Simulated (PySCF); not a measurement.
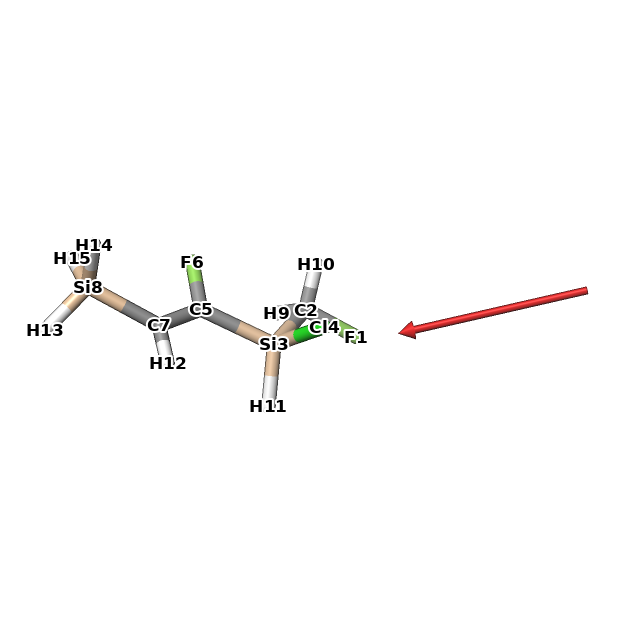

The arrow beside the molecule shows the direction of the dipole moment, from the negative to the positive end (its length means nothing). Computed geometry: GFN2-xTB optimisation. No frequency run is at hand to confirm it as a minimum. Level of theory: PBE0/pcSseg-1, gas phase (PySCF 2.14.0).

Estimate the dipole moment.

Answer. 2.00 D; it points from the side of F1 to the side of H13 (the outermost atoms at the two ends).

The geometry is semi-empirical. Around Si such bond lengths and angles can be off by a tenth of an ångström or more and by several degrees, and values that hang on the shape move with them.
